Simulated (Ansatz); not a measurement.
## Electronic structure of ClGaGeH₄ (SMILES [Cl][GaH][GeH3]) in real space

Input

```
crystal:
  periodic: [false, false, false]
  atoms:
    - {symbol: Cl, position_ang: [-2.934964, 0.873953, -0.466594]}
    - {symbol: Ga, position_ang: [-0.792758, 0.698644, -0.195388]}
    - {symbol: Ge, position_ang: [0.126977, -1.486404, -0.744939]}
    - {symbol: H, position_ang: [-0.122158, 2.016154, 0.322412]}
    - {symbol: H, position_ang: [1.650206, -1.540147, -0.523884]}
    - {symbol: H, position_ang: [-0.166787, -1.818953, -2.219528]}
    - {symbol: H, position_ang: [-0.534726, -2.565483, 0.131952]}
basis:
  gaussian: {orbitals: def2-TZVPD}
hamiltonian: {xc: {name: PBE0}}
output: {forces: true, orbitals: {seedname: orbitals}}
```

Launched as:

```sh
ansatz run input.yaml --threads 2 --pin off --max-ram 4350MiB --events-out events.jsonl --progress --plain --runs-dir runs
```

Geometry: PBE0-D3(BJ)/def2-SVP.

Level of theory: isolated molecule in a Gaussian basis; Kohn-Sham density functional theory, functional PBE0 in Ansatz 0.2.0.

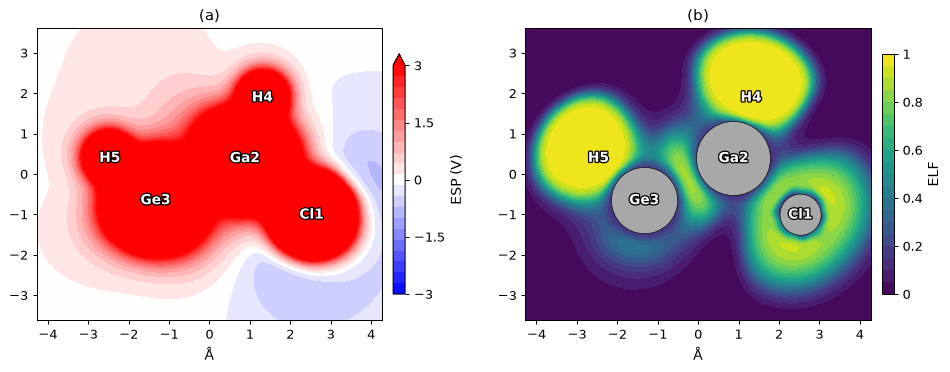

Figure 1. (a) molecular electrostatic potential; (b) electron localisation function on the plane of atoms Cl1, Ga2 and H4. Grey discs cover the atomic cores in the ELF map.

Question: Interpret the plot.

Answer: The section cuts through Cl, Ga, Ge and H sites.
Ga–Cl (2.17 Å): the ELF peaks at about 0.85 in the valence shell of Cl, 0.9 Å from its nucleus, and is about 0.55 at the midpoint.
Ga–Ge (2.43 Å): the ELF peaks at about 0.85 between the atoms: localised, covalent bonding.
Ge–H (1.54 Å): the ELF climbs to about 1 towards the hydrogen.
Ga–H (1.57 Å): the ELF climbs to about 1 towards the hydrogen.
The ELF also peaks beside Cl1, away from the bonds: lone-pair regions.
Outside the dense part of the molecule the potential is most negative (−0.8 V) near Cl1.

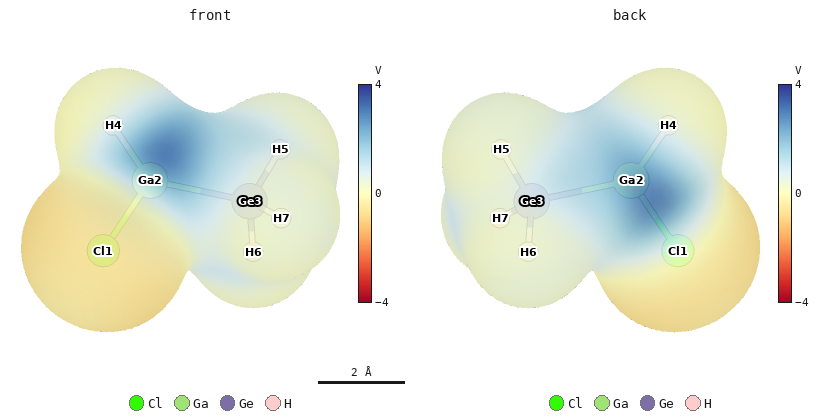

Figure 2. The electrostatic potential painted on the density surface at 0.002 e/bohr³, seen from the front and from behind; red is negative and blue positive.

Question: Where is the surface potential most negative and most positive?

Answer: The most negative region (about −0.7 V) lies over Cl1, the most positive (about +3.0 V) over Ga2.

Question: What dipole moment does the calculation give?

Answer: Its dipole moment is 2.14 D.

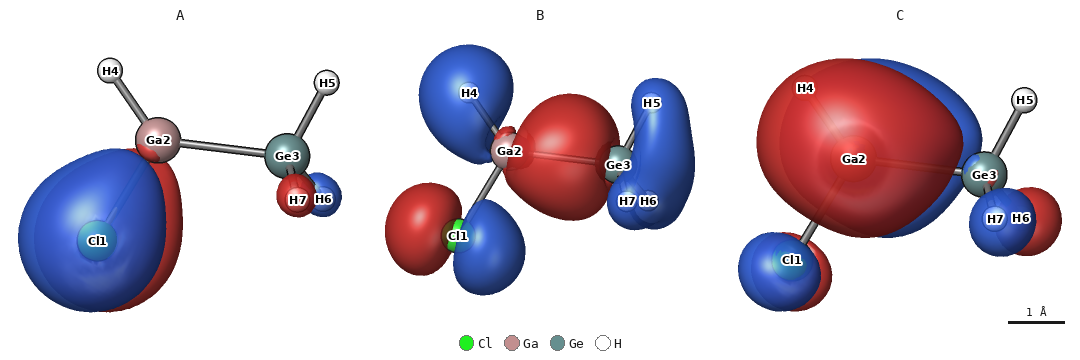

Figure 3. Three frontier orbitals at ±0.08 Å⁻³ᐟ² (blue and red are the two phases), in no order.

Question: Order the three orbitals by energy and name them.

Answer: A is the HOMO−1 (−9.13 eV). By Hirshfeld shares it lies mainly on Cl1 (about 90 %) and Ga2 (about 10 %); largely a lone pair of Cl1. B is the HOMO (−7.84 eV). Its weight (Hirshfeld) is mainly on Ge3 (about 30 %), Cl1 (about 25 %), Ga2 (about 25 %) and H4 (about 15 %). C is the LUMO (−2.10 eV). Its weight (Hirshfeld) is mainly on Ga2 (about 65 %), Ge3 (about 15 %) and Cl1 (about 10 %).

Question: What is the HOMO–LUMO gap?

Answer: 5.74 eV between the orbital energies.

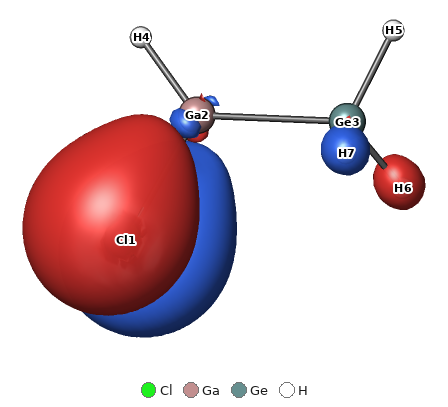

Figure 4. The HOMO−1 at ±0.08 Å⁻³ᐟ² (red and blue are the two phases), seen at a tilt.

Question: Where does this orbital lie, and at what energy?

Answer: It lies mainly on Cl1 (about 90 %) and Ga2 (about 10 %); largely a lone pair of Cl1. Its energy is −9.13 eV.
